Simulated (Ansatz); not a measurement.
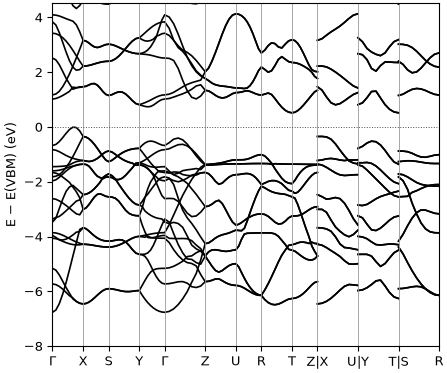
Figure. Band structure from r²SCAN (plane waves, PAW; program Ansatz)

Q: Read off the gap and where the band edges lie.

A: About 0.5 eV (0.52 eV by a search for the band edges); maximum on the Γ–X line, 71 % of the way from Γ, minimum at T.

The material is Te2Ru in space group Pnnm (No. 58; Te on 4g, Ru on 2a).

The workflow started from a Materials Project entry (that database holds measured and hypothetical structures alike); the Crystallography Open Database files this formula in space group No. 58, but the cells were not matched. Whether it is the stable phase at ambient conditions was not checked. The cell was relaxed with r²SCAN under the symmetry of its start; whether a distortion lowers the energy is not shown. The run is not spin-polarised. Spin–orbit coupling is left out wherever it is not named.

Potentials: the earlier of the program's two PAW sets.
